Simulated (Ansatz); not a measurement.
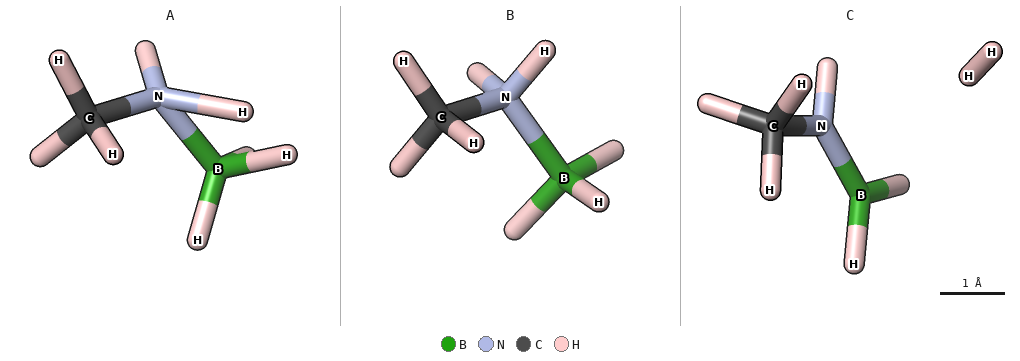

Three geometries of CH₈BN: a saddle point and the two minima that it joins, in shuffled order. A stick model, seen at a tilt. Sticks join atoms that are closer than about 1.2 times the sum of their covalent radii (a little more with hydrogen).

Stationary points at PBE0-D4/def2-TZVP, single-point energies with CCSD(T)/CBS, r2SCAN0-D4, RPA@PBE, r2SCAN-D4, wB97M-V, PBE-QIDH (def2-TZVPP where no basis is named; Ansatz 0.2.0). The energies are electronic, without zero-point or thermal terms, and both ends are the minima reached downhill from the saddle, with any fragments still in contact. CCSD(T)/CBS stands for a frozen-core estimate: MP2 correlation extrapolated from def2-TZVPP and def2-QZVPP, CCSD(T) minus MP2 from the smaller set.

Question: Which frame is the transition state, what reaction does it lead through, and what barrier is to be expected?

Answer: Frame A is the saddle point. Counted by bonded pieces, C holds CH₆BN + H₂ and B holds CH₈BN. From C over the saddle to B, bonds form: B–H (4.05 → 1.37 → 1.21 Å), H–N (2.88 → 1.41 → 1.02 Å). A bond breaks: H–H (0.75 → 0.98 → 2.53 Å). The saddle has one imaginary mode, 1310i cm⁻¹. With CCSD(T)/CBS the barrier is 40.8 kcal/mol from C and 42.6 kcal/mol from B, and B lies 1.8 kcal/mol below C.

```csv
level,barrier from C (kcal/mol),barrier from B (kcal/mol),B less C (kcal/mol)
CCSD(T)/CBS,40.8,42.6,−1.8
r2SCAN0-D4,36.7,40.8,−4.1
RPA@PBE,42.1,43.5,−1.4
r2SCAN-D4,36.0,38.8,−2.8
wB97M-V,39.4,41.7,−2.3
PBE-QIDH,37.1,41.9,−4.7
```

Against CCSD(T)/CBS, RPA@PBE comes closest on the barrier from C (+1.3 kcal/mol) and r2SCAN-D4 misses most (−4.8 kcal/mol).

Limits of the set-up: the start holds two separate molecules, 2.7 Å apart at their closest, whose relative position is a soft coordinate.
